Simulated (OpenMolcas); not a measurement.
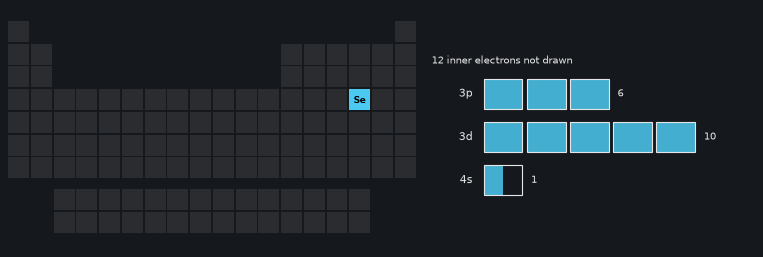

Figure 1. Left, the place of selenium in the periodic table; right, the outer shells of the leading configuration of the lowest level: a box for each of the 2l + 1 orbitals, shaded by the share of the shell that is filled, with the electron count at the right.

**Multiconfigurational calculation, with input and output: Se⁵⁺**

- system: Se⁵⁺.
- method: state-averaged SS-CASPT2, IPEA shift 0.1, imaginary shift 0.1 hartree, closed shells 3d correlated, active space 1 electron in the shells 4s 4p 5s 5p, basis ANO-RCC-VDZP, DKH4 scalar Hamiltonian, spin-orbit coupling by RASSI with atomic mean-field integrals (OpenMolcas)

Input file:
```
&GATEWAY
Coord
1

Se 0.0 0.0 0.0
Basis=ANO-RCC-VDZP
Group=XYZ
NoMove
AngMom=0.0 0.0 0.0
AMFI
&SEWARD
Relativistic=R04O02
&RASSCF
FileOrb=start.orb
Symmetry=1
Spin=2
nActEl=1 0 0
Inactive=8 6
Ras2=1 3
CIRoot=1 1 1
SDav=1
CIMx=300
Iter=120 100
PrWF=0.3
OrbListing=Nothing
MaxOrb=0
Atom
>>> COPY $Project.JobIph JOBPRE
&RASSCF
FileOrb=start.orb
Symmetry=1
Spin=2
nActEl=1 0 0
Inactive=8 6
Ras2=2 6
CIRoot=1 1 1
SDav=2
CIMx=300
Iter=120 100
PrWF=0.3
OrbListing=Nothing
MaxOrb=0
Atom
>>> COPY $Project.JobIph JOB001
&RASSCF
FileOrb=start.orb
Symmetry=2
Spin=2
nActEl=1 0 0
Inactive=8 6
Ras2=2 6
CIRoot=3 3 1
SDav=6
CIMx=300
Iter=120 100
PrWF=0.3
OrbListing=Nothing
MaxOrb=0
Atom
>>> COPY $Project.JobIph JOB002
&RASSI
NrOfJobIphs=2 1 3
1
1 2 3
IphNames
JOB001
JOB002
EJob
SpinOrbit
DIPRint=1.0
SOCoupling=1000.0
Subsets=2
MEES
Property=10
'ANGMOM' 1 'ANGMOM' 2 'ANGMOM' 3 'MLTPL  1' 1 'MLTPL  1' 2 'MLTPL  1' 3
'AMFI' 1 'AMFI' 2 'AMFI' 3 'MLTPL  2' 6
SOProperty=3
'ANGMOM' 1 'ANGMOM' 2 'ANGMOM' 3
>>> COPY JOB001 $Project.JobIph
&CASPT2
Multistate=1 1
Frozen=3 6
IPEA=0.1
Imaginary=0.1
MaxIter=60
WThr=0.0 0.3 0.05
PrWF=0.5
NoMix
>>> COPY JOB002 $Project.JobIph
&CASPT2
Multistate=3 1 2 3
NoMult
Frozen=3 6
IPEA=0.1
Imaginary=0.1
MaxIter=60
WThr=0.0 0.3 0.05
PrWF=0.5
NoMix
```

The file start.orb holds starting orbitals from an earlier step. A driver script formed the levels outside the program, from RASSI's spin-orbit matrix and the CASPT2 energies (for multi-state variants, the effective Hamiltonian), averaged over the components of each term or state. The log and the time are those of the CASPT2 step.

Run as:
```bash
OMP_NUM_THREADS=1 MOLCAS_MEM=2252 MOLCAS_PROJECT=a pymolcas a.inp > a.log  # once for each step of the input, in one work folder
```

Output (extracts):
```
--- CASPT2 ---
Orbital specifications:
      -----------------------

      Symmetry species                           1   2
                                                ag  au
      Frozen orbitals                            3   6
      Inactive orbitals                          5   0
      Active orbitals                            2   6
      Secondary orbitals                         5   0
      Deleted orbitals                           0   0
      Number of basis functions                 15  12
Type of calculation                        SS-CASPT2
      Fock operator                              state-specific
      IPEA shift                                 0.10
      Real shift                                 0.00
      Imaginary shift                            0.10
      The input orbitals will be transformed to quasi-canonical
Reference energy:       -2421.9692111124
      E2 (Non-variational):      -0.0067999495
      Shift correction:          -0.0000017023
      E2 (Variational):          -0.0068016518
      Total energy:           -2421.9760127642
      Residual norm:              0.0000000011
      Reference weight:           0.99896
      Contributions to the CASPT2 correlation energy
      Active & Virtual Only:         -0.0000000000
      One Inactive Excited:          -0.0014649164
      Two Inactive Excited:          -0.0053350331
::    CASPT2 Root  1     Total energy:  -2421.97601276
--- CASPT2 ---
Orbital specifications:
      -----------------------

      Symmetry species                           1   2
                                                ag  au
      Frozen orbitals                            3   6
      Inactive orbitals                          5   0
      Active orbitals                            2   6
      Secondary orbitals                         5   0
      Deleted orbitals                           0   0
      Number of basis functions                 15  12
Type of calculation                        SS-CASPT2
      Fock operator                              state-specific
      IPEA shift                                 0.10
      Real shift                                 0.00
      Imaginary shift                            0.10
      The input orbitals will be transformed to quasi-canonical
Reference energy:       -2421.4172909496
      E2 (Non-variational):      -0.0063354555
      Shift correction:          -0.0000018582
      E2 (Variational):          -0.0063373137
      Total energy:           -2421.4236282633
      Residual norm:              0.0000003033
      Reference weight:           0.99899
      Contributions to the CASPT2 correlation energy
      Active & Virtual Only:          0.0000000000
      One Inactive Excited:          -0.0012398174
      Two Inactive Excited:          -0.0050956381
Reference energy:       -2421.4172909496
      E2 (Non-variational):      -0.0063354555
      Shift correction:          -0.0000018582
      E2 (Variational):          -0.0063373137
      Total energy:           -2421.4236282633
      Residual norm:              0.0000003033
      Reference weight:           0.99899
      Contributions to the CASPT2 correlation energy
      Active & Virtual Only:          0.0000000000
      One Inactive Excited:          -0.0012398174
      Two Inactive Excited:          -0.0050956381
::    CASPT2 Root  1     Total energy:  -2421.42362826
::    CASPT2 Root  2     Total energy:  -2421.42362826
::    CASPT2 Root  3     Total energy:  -2421.42362826
```

Spin-orbit levels, grouped by J and assigned:

| Configuration | Level | E (eV) | LS purity (%) | Landé g |
| --- | --- | --- | --- | --- |
| 4s | ²S₁/₂ | 0 | 100 | 2.002 |
| 4p | ²P°₁/₂ | 14.73 | 100 | 0.666 |
| 4p | ²P°₃/₂ | 15.18 | 100 | 1.334 |

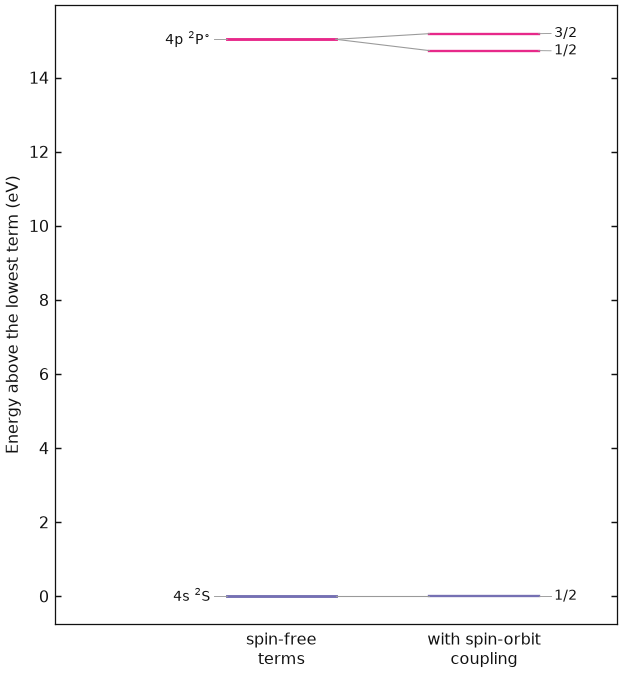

Figure 2. Terms of Se⁵⁺ (selenium, Z = 34) without and with spin-orbit coupling; numbers at the right are J. 4s ²S (at 0) gives the one level J = 1/2; 4p ²P° (at 15.0 eV) splits over 0.458 eV into J = 1/2, 3/2 from the bottom up (normal). The ground level lies 0 below the lowest term.

Summary:

- outcome: converged
- lowest level: 4s ²S₁/₂
- first excited level: 4p ²P°₁/₂, 118,773 cm⁻¹ (measured: 112,762)
- energy of the lowest spin-free term: −2421.97601 hartree
- energy of the lowest spin-orbit level: −2421.97601 hartree
- CASPT2 correlation energy: −0.0068 hartree
- largest spread among components of a term: 0.0 cm⁻¹
- lowest reference weight: 0.999
- hardware: 1 thread of Intel Xeon @ 2.90GHz (Ice Lake), 64 GiB of memory available, shared host
- wall time: 0.68 s

Notes:

To bear in mind: extra active shells serve correlation only, their own levels not computed; small basis contracted for the neutral atom, rough for a high charge.
